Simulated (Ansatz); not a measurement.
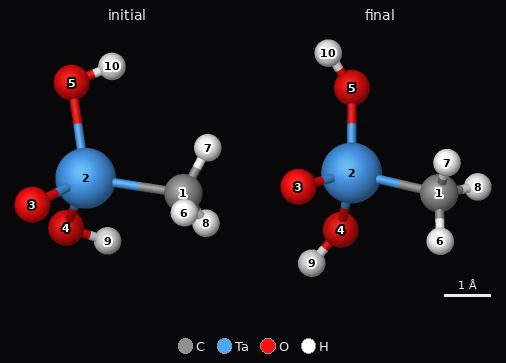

The structure of CH5O3Ta (coarse preliminary run) before (left) and after (right) a relaxation, at one scale.

The picture is a ball-and-stick view, seen at a tilt.

The start comes from a force field.

These are results of Ansatz 0.2.0, RKS PBE-D4/def2-SVP, not measurements.

Input
```yaml
crystal:
  periodic: [false, false, false]
  atoms:
    - {symbol: C, position_ang: [-0.335800, -1.288000, -0.704200]}
    - {symbol: Ta, position_ang: [0.487100, 0.344700, 0.640900]}
    - {symbol: O, position_ang: [1.696700, -0.457800, 1.839900]}
    - {symbol: O, position_ang: [-1.005300, 1.291000, 1.739300]}
    - {symbol: O, position_ang: [1.500400, 1.802800, -0.556600]}
    - {symbol: H, position_ang: [0.049200, -2.214600, -0.456900]}
    - {symbol: H, position_ang: [-0.117700, -0.997800, -1.767500]}
    - {symbol: H, position_ang: [-1.446700, -1.258600, -0.591000]}
    - {symbol: H, position_ang: [-1.899800, 1.057400, 1.291700]}
    - {symbol: H, position_ang: [1.155000, 1.669700, -1.432500]}
basis:
  gaussian: {orbitals: def2-SVP}
hamiltonian: {xc: pbe, dispersion: d4}
relax: {f_tol: 0.03, max_steps: 200}
```

Launched with:
```bash
ansatz run in.yaml --threads 4 --pin off --events-out ev --progress --plain --max-ram 10444MiB
```

### What changed between the two?

The energy falls by 2.052 eV in 18 accepted moves (22 points after the start). The largest force component goes from 4 to 0.02 eV/Å. The line search rejected the trial steps at points 6, 11, 19, 21 of the run. The largest move after the best rigid fit is that of H9, 1.22 Å. By element the largest moves are H 1.22 Å, O 0.69 Å, Ta 0.38 Å, C 0.06 Å. Near-neighbour distances that change, for instance: Ta2–O5 2.142 → 1.922 Å, Ta2–O4 2.081 → 1.922 Å, Ta2–O3 1.883 → 1.742 Å, C1–Ta2 2.270 → 2.168 Å. Among the angles between lasting bonds that change: Ta2–O5–H10 104.4° → 131.2°, Ta2–O4–H9 106.9° → 131.4°, O4–Ta2–O5 109.0° → 115.4°. Groups turn about Ta2–O5 by about 135°, Ta2–O4 by about 130°, C1–Ta2 by about 60°. Cost: 33 s on 4 threads of Arm Neoverse V2, with other jobs on the host.
